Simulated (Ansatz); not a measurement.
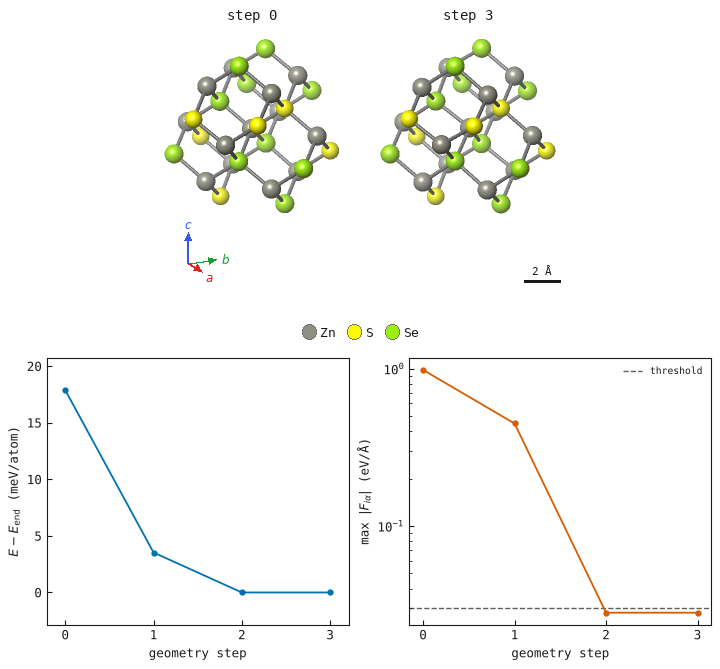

First and last geometry of a relaxation of solid Zn$_{32}$S$_{12}$Se$_{20}$ (a generated structure, set up in P1), with the history of the run. Style: ball-and-stick. Shown: the atoms within 5.0 Å of the atom that moves most (axes of the cell of the calculation), slightly off an axis.

The calculation used DFT, PBEsol, PAW, plane waves in Ansatz 0.2.0. Set-up: plane-wave cutoff 420 eV; k-point mesh 1 × 1 × 1; mesh shifted by (0.25, 0.25, 0.25); no spin polarisation; cell relaxed at fixed shape; force threshold 0.03 eV/Å; at most 80 steps.

Question: What do the curves and the structures tell?

Answer: It converged. A Zn atom moves most: 0.13 Å along [2 3 2]. Largest moves by element: Zn 0.13 Å, S 0.07 Å, Se 0.05 Å. The cell stays as it was. Among the contacts that change: S–Zn 2.468 → 2.335 Å, S–Zn 2.430 → 2.323 Å, S–Zn 2.406 → 2.319 Å, Se–Zn 2.360 → 2.436 Å. Among the angles between lasting bonds that change: S–Zn–Se 106.4° → 111.8°, Zn–Se–Zn 108.3° → 112.5°, Zn–Se–Zn 110.9° → 107.3°. The space group (tolerance 0.01 Å) goes from P1 (No. 1) to P2 (No. 3). The energy falls by 17.9 meV per atom in 3 geometry steps. The largest force component goes from 0.98 to 0.028 eV/Å. The pressure goes from 0.38 to 0.00 GPa. The run took 7.2 s on 1 × NVIDIA GB300 Max-Q with 8 threads of Arm Neoverse-V2, peak memory 2.2 GiB.
